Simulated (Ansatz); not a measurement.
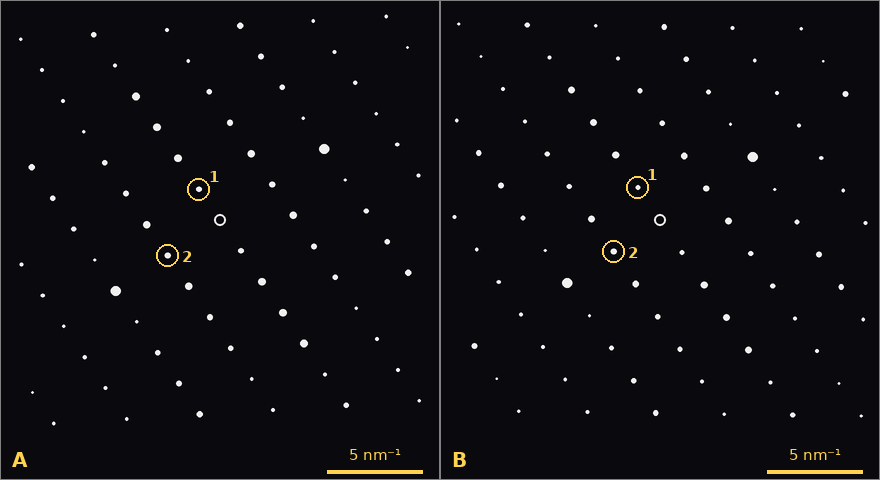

Kinematic electron diffraction patterns (120 kV, B = 0.5 Å², same scale) along [110] of the run's own cell, for the start and the end of one relaxation of Al2P3 with Ansatz, DFT PBE, scalar-relativistic, plane waves, PAW. k mesh 6×6×12. The start is a generated model structure, and the relaxation ends in the nearest stationary point of its symmetry, not necessarily the ground state. Spot 1 is -1 1 0 and spot 2 is 0 0 1 in both.

Start structure:

```yaml
crystal:
  lattice:
    - [6.80094, 0.00000, 0.00000]
    - [0.00000, 6.80094, 0.00000]
    - [0.00000, 0.00000, 3.37316]
  atoms:
    - { symbol: Al, position: [0.35202, 0.85202, 0.00000] }
    - { symbol: Al, position: [0.14798, 0.35202, 0.00000] }
    - { symbol: Al, position: [0.64798, 0.14798, 0.00000] }
    - { symbol: Al, position: [0.85202, 0.64798, 0.00000] }
    - { symbol: P, position: [0.00000, 0.00000, 0.00000] }
    - { symbol: P, position: [0.50000, 0.50000, 0.00000] }
    - { symbol: P, position: [0.15265, 0.65265, 0.50000] }
    - { symbol: P, position: [0.34735, 0.15265, 0.50000] }
    - { symbol: P, position: [0.84735, 0.34735, 0.50000] }
    - { symbol: P, position: [0.65265, 0.84735, 0.50000] }
```

Q: Which pattern belongs to the start structure, and which to the relaxed one?

A: B is the start: its cell gives d(1) = 4.809 Å, d(2) = 3.373 Å and an angle of 90.0°. A is the relaxed structure, with d(1) = 5.065 Å (+5.3 %), d(2) = 3.002 Å (-11.0 %) and 90.0°.

Q: Name reflections whose intensity changes strongly on relaxation.

A: 4 -4 0 goes from 18 to 33 % of the strongest spot; 2 -2 -1 goes from 5.8 to 11 % of the strongest spot.

Q: Summarise the relaxation behind the change.

A: The volume changed by -1.3 % to 15.40 Å³ an atom; with the mean shift removed, the atoms moved by up to 0.07 Å relative to the cell (P most); the space group stayed P4/mbm (No. 127); the free energy fell by 12 meV an atom. Relaxed cell: a = 7.162 Å, b = 7.162 Å, c = 3.002 Å, α = 90.00°, β = 90.00°, γ = 90.00°.
